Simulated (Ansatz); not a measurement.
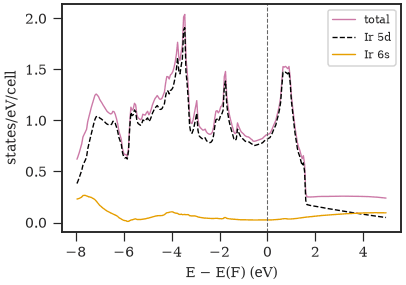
Figure: Total and projected density of states of Ir (fcc (Cu type), space group No. 225), r²SCAN (plane waves, PAW; program Ansatz)

**Question.** Which orbitals carry the states next to the Fermi level?

**Answer.** Within 0.5 eV of the Fermi level: Ir 5d 95 %. Projections are on Löwdin-orthogonalised atomic valence shells; empty p or d shells of many metals are not among them.

**Question.** Where is the tallest occupied peak in this window, and what makes it?

**Answer.** Near -3.4 eV, about 2.0 states/eV per cell; the largest projected share is Ir 5d.

Space group Fm-3m (fcc (Cu type)). The cell was relaxed with r²SCAN under the symmetry of its start. No spin polarisation was allowed. Spin–orbit coupling is left out wherever it is not named.

Potentials: the later of the program's two PAW sets.
